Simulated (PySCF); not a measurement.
**Run report: Ar³⁺, atomic calculation**

System: Ar³⁺, configuration 1s2 2s2 2p6 3s2 3p3, multiplicity 4.
Method: unrestricted LDA, aug-cc-pCVTZ-DK, spin-free X2C-1e, Gaussian nucleus (PySCF).

### Input file
```python
from pyscf import gto, scf, dft, mp, cc
import basis_set_exchange as bse
mol = gto.M(atom="Ar 0 0 0", charge=3, spin=3, symmetry="D2h",
            basis=gto.basis.parse(bse.get_basis("aug-cc-pCVTZ-DK", elements=["Ar"], fmt="nwchem")),
            nucmod="G")
mf = dft.UKS(mol, xc="LDA,VWN").sfx2c1e()
mf.irrep_nelec = {'Ag': (3, 3), 'B1u': (2, 1), 'B2u': (2, 1), 'B3u': (2, 1)}
mf.kernel()
```

The script is an equivalent of what the driver set up; the driver started from orbitals of its own, so the log can be shorter than this script's would be, and it computed the properties (radii, ⟨L²⟩, response) afterwards. It held the occupations shell by shell, which the script's counts by irreducible representation don't always enforce.

### Log (extracts)
```
damping factor = 0
level_shift factor = 0
DIIS = <class 'pyscf.scf.diis.CDIIS'>
diis_start_cycle = 1
diis_space = 10
diis_damp = 0
SCF conv_tol = 1e-09
SCF conv_tol_grad = None
number electrons alpha = 9  beta = 6
XC functionals = LDA,VWN
    P. A. M. Dirac.,  Math. Proc. Cambridge Philos. Soc. 26, 376 (1930)
    F. Bloch.,  Z. Phys. 57, 545 (1929)
    S. H. Vosko, L. Wilk, and M. Nusair.,  Can. J. Phys. 58, 1200 (1980)
cycle= 1 E= -524.630473428883  delta_E= -0.0161  |g|= 0.0427  |ddm|= 0.269
cycle= 2 E= -524.630531236234  delta_E= -5.78e-05  |g|= 0.0124  |ddm|= 0.016
cycle= 3 E= -524.630536896958  delta_E= -5.66e-06  |g|= 0.000763  |ddm|= 0.00358
cycle= 4 E= -524.630536963734  delta_E= -6.68e-08  |g|= 0.000111  |ddm|= 0.000671
cycle= 5 E= -524.630536965681  delta_E= -1.95e-09  |g|= 5.64e-07  |ddm|= 9.91e-05
cycle= 6 E= -524.63053696568  delta_E= 1.14e-13  |g|= 1.4e-08  |ddm|= 3.75e-07
converged SCF energy = -524.63053696568  <S^2> = 3.7502656  2S+1 = 4.0001328
```

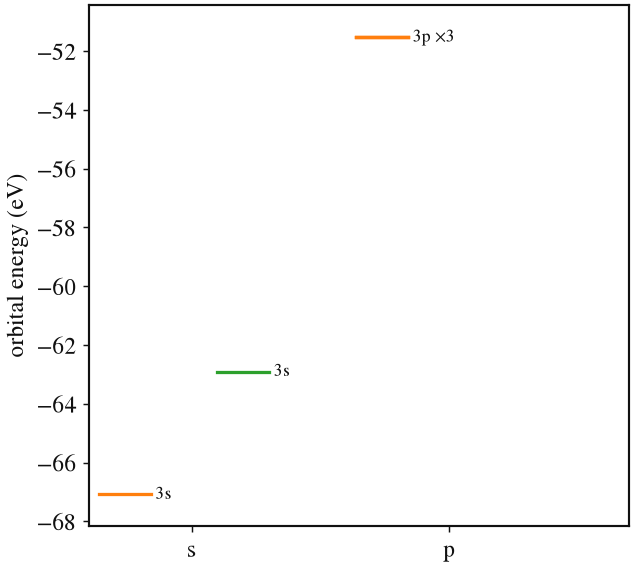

**Figure 1.** Orbital energies of the mean field, from the top down to −67.1 eV, by angular momentum, α spin at the left of each column and β at the right; ×n counts the orbitals under one label. The highest filled orbital is 3p α at −51.5 eV, the lowest empty one p β at −47.6 eV.

### Key numbers

```
      quantity                      value
       outcome                  converged
  total energy        −524.630537 hartree
          ⟨S²⟩                      3.750
SCF iterations                          6
      hardware  1 CPU thread, shared host
```
